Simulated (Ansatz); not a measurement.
# A hypothetical structure for SnMo

Starting from a made-up structure for SnMo, the aim is the relaxed cell, its shortest contacts and, where a second run follows, its electronic structure.

Calculated with Ansatz 0.2.0; DFT, PBEsol, plane-wave PAW, files of the set soft_1, scalar-relativistic, no spin, cell and ions relaxed at zero pressure; PAW set soft_1.

### 1. Set-up

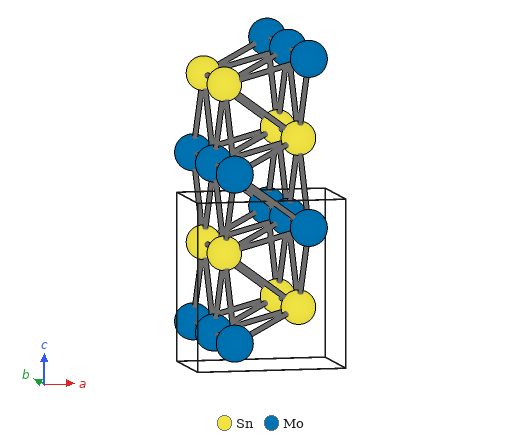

The starting structure, seen slightly off an axis (tin yellow, molybdenum blue). 1×2×2 cells are drawn. Some periodic images of atoms are drawn too.

### 2. Relaxation of the guess

The guess takes its coordinates from another compound and its volume from a rule, so the cell and any free coordinates are relaxed together.

The input, input.yaml:

```yaml
crystal:
  lattice:
    - [4.964, 0.0, 0.0]
    - [0.0, 3.045, 0.0]
    - [0.0, 0.0, 5.563]
  atoms:
    - { symbol: Sn, position: [0.75, 0.5, 0.3347] }
    - { symbol: Sn, position: [0.25, 0.5, 0.6653] }
    - { symbol: Mo, position: [0.75, 0.0, 0.8361] }
    - { symbol: Mo, position: [0.25, 0.0, 0.1639] }
kpoints:
  mp_grid: { grid: [6, 9, 5] }
scf:
  occupations: { method: fermi_dirac, width: 0.05 }
hamiltonian:
  xc: pbesol
  pseudopotentials: { kind: paw, azcp: { folder: soft_1 }, xc_functional: pbe }
relax:
  f_tol: 0.015
  max_steps: 70
  cell: {}
output:
  forces: true
  stress: true
```

Command:

```console
> ansatz run input.yaml --threads 4 --pin off --max-ram 8192MiB --backend cpu --events-out ev --progress --plain --runs-dir out
```

Numbers of over 12 decimals in the logs are rounded to 6 here.

The log of the run:

```text
Engine: ansatz 0.2.0, aarch64-unknown-linux-gnu
Pseudopotentials: kind: paw
Pseudopotential: Sn, paw, valence charge 14, recommended cutoff 420 eV (normal), soft_1/Sn.paw.azcp
Pseudopotential: Mo, paw, valence charge 14, recommended cutoff 420 eV (normal), soft_1/Mo.paw.azcp
Functional definition: PBEsol
  exchange = pbesol_x
  correlation = pbesol_c
Crystal: 4 atoms, lattice volume = 84.087 Å³
Basis set: ecut = 420 eV, 1653 PW (Γ), exchange–correlation on 72×48×80 points (8 copies of the dense FFT grid, shifted against one another)
Bands: 34, of which v1, the nominal top of the filled ones, is band 28 counted from 1 (27 counted from 0)
Symmetry: 8 space group operations
Space group: Pmma (ITA 51), of the structure as read, at distance tolerance 4.4e-5 Å
k-points: 60 of 270
Non-local potential: Sn, projectors of the file, l = 0: 2, l = 1: 2, l = 2: 2, l = 3: 1
Non-local potential: Mo, projectors of the file, l = 0: 3, l = 1: 2, l = 2: 2, l = 3: 1
PAW form: soft (Blöchl's): semilocal exchange-correlation on the pseudo side does not see the compensation charge
PAW frozen core: Sn, regenerated for the run's functional, and the local potential with it (the file was generated under x = pbe(κ = 0.804, μ = 0.219515), c = pbe(β = 0.066725))
PAW frozen core: Mo, regenerated for the run's functional, and the local potential with it (the file was generated under x = pbe(κ = 0.804, μ = 0.219515), c = pbe(β = 0.066725))
PAW one-centre angular grid: Sn, 590 points (default); XC on 64 Gauss nodes
PAW one-centre angular grid: Mo, 590 points (default); XC on 64 Gauss nodes
Initial density: superposition of atomic densities (chi_scale 0.1, normalization cell, long waves kept (reshape's long-wave potential 0.01 eV rms))
Initial wavefunctions: pseudopotential atomic-orbital guess
Functional: x = pbesol(κ = 0.804, μ = 0.123457), c = pbesol(β = 0.046)
SCF iter   1: F=—  HF=-21694.346043 eV  |F-HF|=—  |Δ(HF+E_count)|=         —  Δρ=8.62e-2  dr2=1.08e1  ethr=3.10e-3  ⟨swp⟩=6.0  Hψ=8169  notcnv=0
preconditioner: auto → Kerker (q_TF=auto, 2.550 Å⁻¹)  [metal: Δε(μ)=0.018 eV  Ē_g=14.461 eV  σ=0.050 eV  W_gap=0.09  n_scr=22 (ndim 8)  ℏωp=25.6 eV  f_vac=0.000  D(μ)=3.94/eV (n_scr^D=38)]
SCF iter   2: F=—  HF=-21692.437798 eV  |F-HF|=—  |Δ(HF+E_count)|=    1.91e0  Δρ=4.07e-2  dr2=2.26e0  ethr=3.10e-3  ⟨swp⟩=2.4  Hψ=4403  notcnv=0  defer=1
SCF iter   3: F=—  HF=-21691.976661 eV  |F-HF|=—  |Δ(HF+E_count)|=   4.61e-1  Δρ=7.20e-3  dr2=3.59e-2  ethr=3.10e-3  ⟨swp⟩=2.2  Hψ=2902  notcnv=0  defer=1
SCF iter   4: F=—  HF=-21691.974795 eV  |F-HF|=—  |Δ(HF+E_count)|=   1.87e-3  Δρ=2.49e-3  dr2=6.79e-3  ethr=6.41e-5  ⟨swp⟩=2.0  Hψ=4431  notcnv=0  defer=1
SCF iter   5: F=—  HF=-21691.973053 eV  |F-HF|=—  |Δ(HF+E_count)|=   1.74e-3  Δρ=4.99e-4  dr2=3.84e-4  ethr=1.21e-5  ⟨swp⟩=2.2  Hψ=3623  notcnv=0  defer=1
SCF iter   6: F=—  HF=-21691.972974 eV  |F-HF|=—  |Δ(HF+E_count)|=   7.94e-5  Δρ=2.20e-4  dr2=8.96e-5  ethr=6.86e-7  ⟨swp⟩=2.2  Hψ=3218  notcnv=0  defer=1
SCF iter   7: F=—  HF=-21691.972958 eV  |F-HF|=—  |Δ(HF+E_count)|=   1.55e-5  Δρ=2.13e-5  dr2=5.92e-7  ethr=1.60e-7  ⟨swp⟩=2.0  Hψ=2443  notcnv=0  defer=1
SCF iter   8: F=-21691.972958 eV  HF=-21691.972958 eV  |F-HF|=2.70e-8  |Δ(HF+E_count)|=   6.78e-8  Δρ=6.66e-6  dr2=5.09e-8  ethr=1.79e-10  ⟨swp⟩=5.3  Hψ=7394  notcnv=0
SCF 1 converged in 8 iterations: F = -21691.972958 eV  dr2 = 5.09e-8
  greatest PAW one-centre occupation: 0.998 electrons in one spin orbital (limit 2), on the Mo atom at site 3 (counted from 0), in its partial waves of l = 0
relax step   1: F+E_penalty+E_count = -21691.97295834 eV  Δ(F+E_penalty+E_count) = +0.000e0 eV  max|allowed force component| = 9.407e-1 eV/Å  Δτ_max = 0.0000 Å  P = -17.075 GPa  Ω = 84.087 Å³  (8 SCF iters, dr2 threshold 1.00e-7 eV, accepted)
Crystal: 4 atoms, lattice volume = 73.991 Å³
Basis set: ecut = 420 eV, 1421 PW (Γ), exchange–correlation on 72×48×80 points (8 copies of the dense FFT grid, shifted against one another)
Initial density: handed on by an earlier stage of this run
Initial wavefunctions: those handed on with the density
iter 1 solved again at ethr=1.56e-4 eV; its pass at ethr=3.10e-3 eV (dr2=8.76e-2 eV) is discarded
SCF iter   1: F=—  HF=-21692.833909 eV  |F-HF|=—  |Δ(HF+E_count)|=         —  Δρ=7.63e-3  dr2=9.13e-2  ethr=1.56e-4  ⟨swp⟩=1.2  Hψ=10453  notcnv=0
preconditioner: auto → Kerker (q_TF=auto, 2.605 Å⁻¹)  [metal: Δε(μ)=0.040 eV  Ē_g=14.239 eV  σ=0.050 eV  W_gap=0.19  n_scr=20 (ndim 8)  ℏωp=27.3 eV  f_vac=0.000  D(μ)=4.87/eV (n_scr^D=46)]
SCF iter   2: F=—  HF=-21692.823515 eV  |F-HF|=—  |Δ(HF+E_count)|=   1.04e-2  Δρ=4.60e-3  dr2=3.89e-2  ethr=1.56e-4  ⟨swp⟩=1.6  Hψ=2083  notcnv=0
SCF iter   3: F=—  HF=-21692.815829 eV  |F-HF|=—  |Δ(HF+E_count)|=   7.69e-3  Δρ=8.57e-4  dr2=6.70e-4  ethr=6.94e-5  ⟨swp⟩=2.0  Hψ=2934  notcnv=0
SCF iter   4: F=—  HF=-21692.815753 eV  |F-HF|=—  |Δ(HF+E_count)|=   7.62e-5  Δρ=2.25e-4  dr2=3.07e-5  ethr=1.20e-6  ⟨swp⟩=2.4  Hψ=3195  notcnv=0
SCF iter   5: F=—  HF=-21692.815744 eV  |F-HF|=—  |Δ(HF+E_count)|=   9.24e-6  Δρ=7.43e-5  dr2=5.77e-6  ethr=5.48e-8  ⟨swp⟩=2.3  Hψ=3143  notcnv=0
SCF iter   6: F=—  HF=-21692.815744 eV  |F-HF|=—  |Δ(HF+E_count)|=   1.59e-7  Δρ=2.63e-5  dr2=4.30e-7  ethr=1.03e-8  ⟨swp⟩=2.5  Hψ=3167  notcnv=0
SCF iter   7: F=-21692.815744 eV  HF=-21692.815744 eV  |F-HF|=1.19e-8  |Δ(HF+E_count)|=   9.94e-8  Δρ=9.96e-6  dr2=4.61e-8  ethr=7.14e-10  ⟨swp⟩=4.4  Hψ=6400  notcnv=0
SCF 2 converged in 7 iterations: F = -21692.815744 eV  dr2 = 4.61e-8
relax step   2: F+E_penalty+E_count = -21692.81574360 eV  Δ(F+E_penalty+E_count) = -8.428e-1 eV  max|allowed force component| = 2.424e-1 eV/Å  Δτ_max = 0.0824 Å  P = -3.377 GPa  Ω = 73.991 Å³  energy of the carried Pulay correction = +7.317e-4 eV  (7 SCF iters, dr2 threshold 4.00e-7 eV, accepted)
Crystal: 4 atoms, lattice volume = 70.790 Å³
Basis set: ecut = 420 eV, 1385 PW (Γ), exchange–correlation on 72×48×80 points (8 copies of the dense FFT grid, shifted against one another)
iter 1 solved again at ethr=9.15e-5 eV; its pass at ethr=3.10e-3 eV (dr2=5.12e-2 eV) is discarded
SCF iter   1: F=—  HF=-21692.989915 eV  |F-HF|=—  |Δ(HF+E_count)|=         —  Δρ=9.07e-3  dr2=5.13e-2  ethr=9.15e-5  ⟨swp⟩=1.6  Hψ=10971  notcnv=0
preconditioner: auto → Kerker (q_TF=auto, 2.624 Å⁻¹)  [metal: Δε(μ)=0.009 eV  Ē_g=14.509 eV  σ=0.050 eV  W_gap=0.04  n_scr=22 (ndim 8)  ℏωp=27.9 eV  f_vac=0.000  D(μ)=4.80/eV (n_scr^D=46)]
SCF iter   2: F=—  HF=-21692.980557 eV  |F-HF|=—  |Δ(HF+E_count)|=   9.36e-3  Δρ=5.30e-3  dr2=1.78e-2  ethr=9.15e-5  ⟨swp⟩=1.5  Hψ=2084  notcnv=0
SCF iter   3: F=—  HF=-21692.976184 eV  |F-HF|=—  |Δ(HF+E_count)|=   4.37e-3  Δρ=5.47e-4  dr2=1.48e-4  ethr=3.17e-5  ⟨swp⟩=2.0  Hψ=3195  notcnv=0
SCF iter   4: F=—  HF=-21692.976175 eV  |F-HF|=—  |Δ(HF+E_count)|=   9.68e-6  Δρ=1.30e-4  dr2=9.34e-6  ethr=2.64e-7  ⟨swp⟩=2.2  Hψ=3416  notcnv=0
SCF iter   5: F=—  HF=-21692.976174 eV  |F-HF|=—  |Δ(HF+E_count)|=   7.91e-7  Δρ=3.72e-5  dr2=9.81e-7  ethr=1.67e-8  ⟨swp⟩=2.0  Hψ=3158  notcnv=0
SCF iter   6: F=-21692.976174 eV  HF=-21692.976174 eV  |F-HF|=4.62e-8  |Δ(HF+E_count)|=   3.24e-7  Δρ=8.17e-6  dr2=7.77e-8  ethr=7.14e-10  ⟨swp⟩=4.8  Hψ=6607  notcnv=0
SCF 3 converged in 6 iterations: F = -21692.976174 eV  dr2 = 7.77e-8
relax step   3: F+E_penalty+E_count = -21692.97617359 eV  Δ(F+E_penalty+E_count) = -1.604e-1 eV  max|allowed force component| = 1.958e-1 eV/Å  Δτ_max = 0.0884 Å  P = +2.375 GPa  Ω = 70.790 Å³  energy of the carried Pulay correction = +9.837e-4 eV  (6 SCF iters, dr2 threshold 4.00e-7 eV, accepted)
[... from here on, the SCF cycles and remarks between the steps are left out ...]
relax step   4: F+E_penalty+E_count = -21693.14621875 eV  Δ(F+E_penalty+E_count) = -1.700e-1 eV  max|allowed force component| = 1.672e-1 eV/Å  Δτ_max = 0.1135 Å  P = +3.033 GPa  Ω = 70.097 Å³  energy of the carried Pulay correction = +1.040e-3 eV  (6 SCF iters, dr2 threshold 4.00e-7 eV, accepted)
relax step   5: F+E_penalty+E_count = -21693.29548721 eV  Δ(F+E_penalty+E_count) = -1.493e-1 eV  max|allowed force component| = 1.167e-1 eV/Å  Δτ_max = 0.0896 Å  P = +0.706 GPa  Ω = 70.777 Å³  energy of the carried Pulay correction = +9.848e-4 eV  (6 SCF iters, dr2 threshold 4.00e-7 eV, accepted)
relax step   6: F+E_penalty+E_count = -21693.31963596 eV  Δ(F+E_penalty+E_count) = -2.415e-2 eV  max|allowed force component| = 6.447e-2 eV/Å  Δτ_max = 0.0631 Å  P = -1.593 GPa  Ω = 71.623 Å³  energy of the carried Pulay correction = +9.172e-4 eV  (6 SCF iters, dr2 threshold 4.00e-7 eV, accepted)
relax step   7: F+E_penalty+E_count = -21693.32523856 eV  Δ(F+E_penalty+E_count) = -5.603e-3 eV  max|allowed force component| = 2.148e-2 eV/Å  Δτ_max = 0.0212 Å  P = +0.118 GPa  Ω = 70.914 Å³  energy of the carried Pulay correction = +9.738e-4 eV  (6 SCF iters, dr2 threshold 4.00e-7 eV, accepted)
relax step   8: F+E_penalty+E_count = -21693.32542965 eV  Δ(F+E_penalty+E_count) = -1.911e-4 eV  max|allowed force component| = 9.862e-3 eV/Å  Δτ_max = 0.0057 Å  P = +0.018 GPa  Ω = 70.942 Å³  energy of the carried Pulay correction = +9.715e-4 eV  (6 SCF iters, dr2 threshold 2.47e-7 eV, accepted)
relax step   9: F+E_penalty+E_count = -21693.32494985 eV  Δ(F+E_penalty+E_count) = +4.798e-4 eV  max|allowed force component| = 2.874e-2 eV/Å  Δτ_max = 0.0056 Å  P = -0.321 GPa  Ω = 71.081 Å³  energy of the carried Pulay correction = +9.604e-4 eV  (6 SCF iters, dr2 threshold 1.27e-8 eV, rejected (line search))
relax step  10: F+E_penalty+E_count = -21693.32546473 eV  Δ(F+E_penalty+E_count) = -3.509e-5 eV  max|allowed force component| = 1.719e-3 eV/Å  Δτ_max = 0.0018 Å  P = -0.014 GPa  Ω = 70.953 Å³  energy of the carried Pulay correction = +9.707e-4 eV  (7 SCF iters, accepted)
Basis set: ecut = 420 eV, 1411 PW (Γ), exchange–correlation on 64×48×64 points (8 copies of the dense FFT grid, shifted against one another)
Initial wavefunctions: pseudopotential atomic-orbital guess (no wavefunctions were taken with the density)
iter 1 solved again at ethr=1.88e-8 eV; its pass at ethr=3.10e-3 eV (dr2=1.06e-5 eV) is discarded
SCF iter   1: F=—  HF=-21693.324867 eV  |F-HF|=—  |Δ(HF+E_count)|=         —  Δρ=1.55e-4  dr2=1.24e-6  ethr=1.88e-8  ⟨swp⟩=4.0  Hψ=14525  notcnv=0
preconditioner: auto → Kerker (q_TF=auto, 2.623 Å⁻¹)  [metal: Δε(μ)=0.032 eV  Ē_g=14.511 eV  σ=0.050 eV  W_gap=0.16  n_scr=18 (ndim 8)  ℏωp=27.9 eV  f_vac=0.000  D(μ)=5.18/eV (n_scr^D=62)]
SCF iter   2: F=—  HF=-21693.324906 eV  |F-HF|=—  |Δ(HF+E_count)|=   3.90e-5  Δρ=8.03e-5  dr2=3.31e-7  ethr=2.21e-9  ⟨swp⟩=1.0  Hψ=2060  notcnv=0
SCF iter   3: F=—  HF=-21693.324908 eV  |F-HF|=—  |Δ(HF+E_count)|=   1.38e-6  Δρ=4.48e-6  dr2=2.66e-9  ethr=5.91e-10  ⟨swp⟩=2.7  Hψ=3824  notcnv=0
SCF iter   4: F=—  HF=-21693.324908 eV  |F-HF|=—  |Δ(HF+E_count)|=   3.34e-9  Δρ=7.84e-7  dr2=2.63e-10  ethr=4.74e-12  ⟨swp⟩=2.6  Hψ=3621  notcnv=0
iter 5 did not close the SCF: its close was put off for the readings that it lacked (scf_convergence_deferred on its scf_iter line)
SCF iter   5: F=-21693.324908 eV  HF=-21693.324908 eV  |F-HF|=0.00e0  |Δ(HF+E_count)|=  3.27e-11  Δρ=1.60e-7  dr2=1.51e-11  ethr=1.00e-12  ⟨swp⟩=1.8  Hψ=2953  notcnv=0
SCF iter   6: F=-21693.324908 eV  HF=-21693.324908 eV  |F-HF|=3.64e-12  |Δ(HF+E_count)|=  7.28e-12  Δρ=3.88e-8  dr2=9.36e-13  ethr=1.00e-12  ⟨swp⟩=3.1  Hψ=6905  notcnv=0
SCF 11 converged in 6 iterations: F = -21693.324908 eV  dr2 = 9.36e-13
relax step  11: F+E_penalty+E_count = -21693.32490766 eV  Δ(F+E_penalty+E_count) = +5.571e-4 eV  max|allowed force component| = 1.916e-3 eV/Å  Δτ_max = 0.0000 Å  P = -0.014 GPa  Ω = 70.953 Å³  stress off target by 2.51e-2 GPa  SCF on the basis re-selected at this cell (its energy is not comparable with the rows above)  (6 SCF iters)
basis re-selected at this cell: Δ(F+E_penalty+E_count) = +5.571e-4 eV, ΔP = +0.001 GPa vs the last step (what re-selecting the basis moved, of the pressure what is left beyond the Pulay correction that the steps carried, after the strain that the cell walked since its last selection, with what the two solves' SCF thresholds leave and, on support functions, any second-order correction that the steps lacked; it is no measure of the basis error at this ecutwfc). The dense FFT grid was sized anew with the basis: this SCF ran on 32×24×32 points, the steps before it on 36×24×40, so part of this shift can come from that change (see relax.cell in the input reference). [rest of the remark cut]
SCF converged after 6 iterations
Free energy (F): -21693.324908 eV
Harris-Foulkes:  -21693.324908 eV  (|F-HF|=3.64e-12)
Internal energy: -21693.282626 eV  (E = F + TS)
E sigma→0 (E₀):  -21693.303767 eV
Entropy (-TS):   -0.042281 eV (-10.570 meV/atom)
Fermi energy:    17.914554 eV
--- Per-component energies (eV) ---
  E_band       = -149.571370
  E_kinetic    = 1188.206951
  E_local      = -3093.162342  (includes V_loc(G=0)·N_el)
  E_nonlocal   = 600.023440
  E_hartree    = 1365.713851
  E_xc         = -601.547408
  E_vxc        = -601.811095  (∫ρ·V_xc dr)
  E_paw        = -14904.524441  (= ΣΔE_a)
  E_vpaw       = -974.256717  (= ΣTr[D̂ρ^β])
  E_aug_tail   = 0.000672  (compensation charges beyond the density's cutoff)
  E_ewald      = -6248.981628
  E_core_change = 0.988279  (= ΣΔE_core)
  E_smearing   = -0.042281  (= −TS)
  E_closure    = 0.000000  (closes the sum)
  Σ components = -21693.324908   (vs F -21693.324908, Δ=0.00e0)
--- Forces (eV/Å), atoms counted from 1 ---
  atom   1  Sn    -0.00000000     0.00000000     0.00073898
  atom   2  Sn     0.00000000    -0.00000000    -0.00073898
  atom   3  Mo     0.00000000    -0.00000000    -0.00191627
  atom   4  Mo    -0.00000000     0.00000000     0.00191627
  max |Σ_I F_I| component: 0.00e0 eV/Å
--- Stress (GPa, compression-positive) ---
       -0.025125       0.000000      -0.000000
        0.000000      -0.015066      -0.000000
       -0.000000      -0.000000      -0.001311
  P = ⅓ Tr σ = -0.0138 GPa (-0.138 kbar)
--- Relaxed structure (10 steps of the walk, 9 accepted, 1 SCFs on fresh bases) ---
  F+E_penalty+E_count = -21693.32490766 eV   max|allowed force component| = 1.916e-3 eV/Å   (the final SCF, on the basis selected at the relaxed cell)
  cell:  # Å, volume = 70.9525 Å³
    - [4.651370, 0, 0]
    - [0, 3.297430, -1.4456110342704463e-17]
    - [0, -2.6410292885538567e-17, 4.626062]
  atoms:
    - { symbol: Sn, position: [0.750000, 0.5, 0.269669] }
    - { symbol: Sn, position: [0.25, 0.5, 0.730331] }
    - { symbol: Mo, position: [0.750000, -5.7503261076775835e-18, 0.779399] }
    - { symbol: Mo, position: [0.25, 5.750326107677582e-18, 0.220601] }
```

Elapsed: 21 s, on 4 threads of Arm Neoverse V2, shared host; peak memory 0.49 GiB; 78 s of CPU time.

Step by step:

| step | energy less that of the first step (eV) | largest force component (eV/Å) | pressure (GPa) | volume (Å³) |
| --- | --- | --- | --- | --- |
| 1 | 0.0000 | 0.9407 | -17.07 | 84.09 |
| 2 | -0.8428 | 0.2424 | -3.38 | 73.99 |
| 3 | -1.0032 | 0.1958 | 2.37 | 70.79 |
| 4 | -1.1733 | 0.1672 | 3.03 | 70.10 |
| 5 | -1.3225 | 0.1167 | 0.71 | 70.78 |
| 6 | -1.3467 | 0.0645 | -1.59 | 71.62 |
| 7 | -1.3523 | 0.0215 | 0.12 | 70.91 |
| 8 | -1.3525 | 0.0099 | 0.02 | 70.94 |
| 9 | -1.3520 | 0.0287 | -0.32 | 71.08 |
| 10 | -1.3525 | 0.0017 | -0.01 | 70.95 |
| 11* | -1.3520 | 0.0019 | -0.01 | 70.95 |

Relaxation steps marked * repeat the geometry before them on a plane-wave basis chosen anew for their cell, so energy and pressure can jump there. Relaxation step 9 was tried and not accepted.

The run keeps the 8 symmetry operations that it works with, so distortions that break them were not tested.

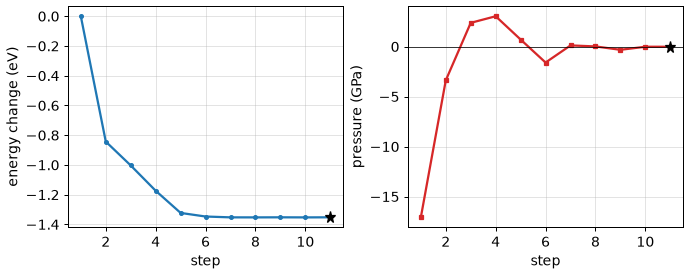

Energy and pressure along the relaxation. Stars mark steps on a basis chosen anew.

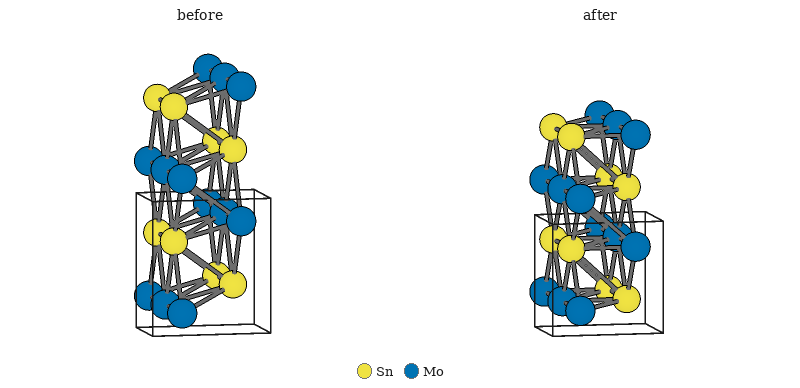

Before and after, at one scale.

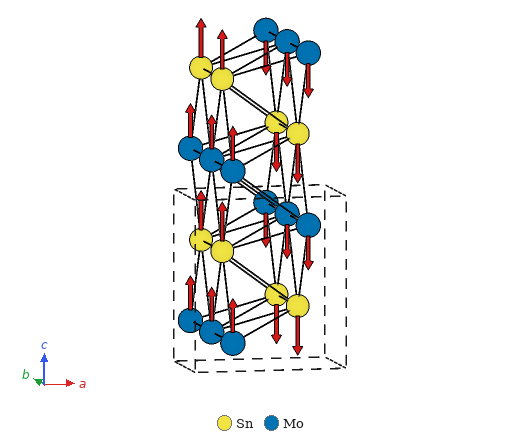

Displacements in the relaxation, exaggerated, measured against the changing cell; the longest in the cell stands for 0.30 Å. 1×2×2 cells are drawn. Some periodic images of atoms are drawn too.

| cell as run | before | after | change |
| --- | --- | --- | --- |
| a (Å) | 4.964 | 4.651 | -6.3 % |
| b (Å) | 3.045 | 3.297 | +8.3 % |
| c (Å) | 5.563 | 4.626 | -16.8 % |
| volume (Å³/atom) | 21.02 | 17.74 | -15.6 % |

The atoms that moved most (Å, as changes of fractional coordinates times the final cell):

| atom | dx | dy | dz | length |
| --- | --- | --- | --- | --- |
| Sn2 | 0.000 | 0.000 | 0.301 | 0.301 |
| Sn1 | 0.000 | 0.000 | -0.301 | 0.301 |
| Mo3 | 0.000 | 0.000 | -0.262 | 0.262 |
| Mo4 | 0.000 | 0.000 | 0.262 | 0.262 |

Final coordinates:

```xyz
4
Lattice="4.6514 0.0000 0.0000 0.0000 3.2974 0.0000 0.0000 0.0000 4.6261" Properties=species:S:1:pos:R:3 pbc="T T T"
Sn    3.4885    1.6487    1.2475
Sn    1.1628    1.6487    3.3786
Mo    3.4885    0.0000    3.6055
Mo    1.1628    0.0000    1.0205
```

Numbers from this step:

* free energy: -21693.3249 eV
* energy at zero smearing: -21693.3038 eV
* smearing term TS: 0.04228 eV
* Fermi energy: 17.91 eV
* electrons: 56
* symmetry operations: 8
* pressure: -0.01383 GPa

The shortest distance of each pair, which need not be the same contact before and after:

| pair | guess (Å) | relaxed (Å) |
| --- | --- | --- |
| Mo–Sn | 3.063 | 2.804 |
| Mo–Mo | 3.045 | 3.094 |
| Sn–Sn | 3.045 | 3.154 |

The relaxation ends with a largest force component of 0.0019 eV/Å and a pressure of -0.01 GPa.

### 3. Outcome

```
space group, relaxed : Pmma
conventional cell    : a = 4.651, b = 3.297, c = 4.626 Å; α = 90.0°, β = 90.0°, γ = 90.0°
volume per atom      : 17.74 Å³ (guess 21.02)
```

In words: SnMo relaxes to Pmma with a = 4.651, b = 3.297 and c = 4.626 Å. The guessed volume was 19 % too large. The space group Pmma was held in the relaxation, so the end point is a stationary structure within it and may be a saddle against distortions or other arrangements. Mesh and cutoff weren't tested. A vector of the cell changed its length by 17 %, more than the volume shows. No dispersion term is used, so weakly bound directions may come out too long. The runs have no spin, and magnetism wasn't tested. Nothing here tests whether the compound is stable against decomposition.

[Logs are printed without paths, hosts, clocks, repeated set-up lines and the standing remarks that a program may print on its own settings, such as how far it seeks lower states.]

[Hosts, paths, dates, database ids (printed as entryN), source tags and the programs' standing remarks are cut or masked in the printed files.]
